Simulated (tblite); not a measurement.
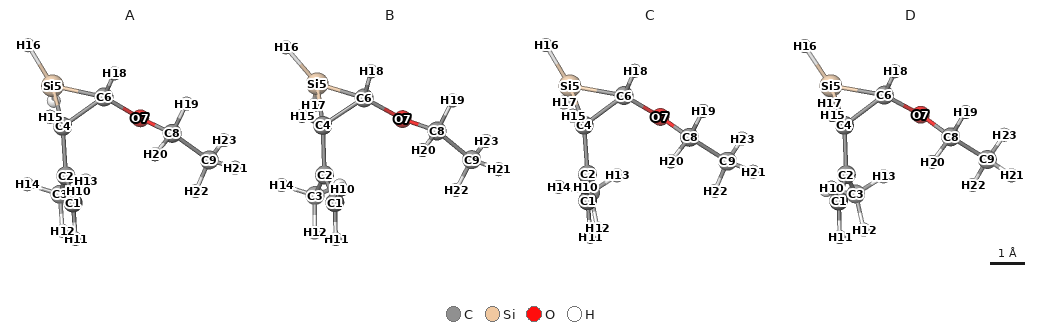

4 geometries from one relaxation of C₇H₁₄OSi, in shuffled order. A ball-and-stick model, seen face on.

Level of theory: tblite, GFN2-xTB geometry optimisation, gas phase. 

Question: Order the frames from highest to lowest energy.

Answer: B, A, C, D. They are steps 0, 33, 54, 114, at +0.546 eV, +0.096 eV, +0.036 eV relative to the last. The largest move after the best rigid fit is that of H10, 0.93 Å. By element the largest moves are H 0.93 Å, C 0.64 Å, Si 0.20 Å, O 0.19 Å. Among the contacts that change: C4–C6 1.495 → 1.561 Å, C6–O7 1.450 → 1.393 Å, C4–Si5 1.854 → 1.902 Å, Si5–C6 1.847 → 1.884 Å. Bond angles that change, for instance: Si5–C6–H18 112.4° → 120.7°, C4–Si5–H17 112.2° → 119.6°, C4–Si5–H16 109.7° → 116.8°. Groups turn about C2–C4 by about 35°. After 114 geometry steps the energy has fallen by 0.546 eV. Cost: 3.2 s on 1 thread of Intel(R) Xeon(R) Processor @ 2.50GHz, with other jobs on the host.
